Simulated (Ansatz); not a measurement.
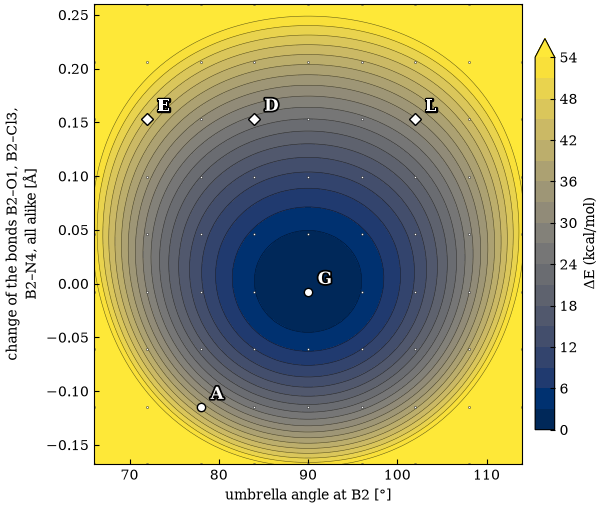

BClGeH5NO, SMILES OB(Cl)[NH][GeH3]. First axis: umbrella angle at B2 (between each of its bonds and their common axis; 90 is planar). Second axis: change of the bonds B2–O1, B2–Cl3, B2–N4, all alike. Nothing is relaxed (all other coordinates rigid). The grid has 9 × 9 points. Points are written as (first, second). Energies: kcal/mol, counted from the relaxed molecule at the same level. These are results of RKS PBE-D4/def2-SVP in Ansatz 0.2.0, not measurements.

Drawn: filled contours, dots at the grid points, one colour for all values above the top of the scale, lettered points. Between grid points the surface is interpolated.

Q: Is L the lowest point of the computed grid?

A: No. L lies 33 kcal/mol above the lowest grid point, which is at (90°, −0.008 Å).

Q: What kind of point is each of A, D, E, G, L: minimum, saddle, maximum or slope?

A: A: on a slope; D: on a slope; E: on a slope; G: minimum; L: on a slope. (In these two coordinates alone; a stationary point may lie a little off the grid point.)

Q: Rank the lettered points by energy, lowest first.

A: G (0.09 kcal/mol), D (26 kcal/mol), L (33 kcal/mol), A (38 kcal/mol), E (45 kcal/mol).
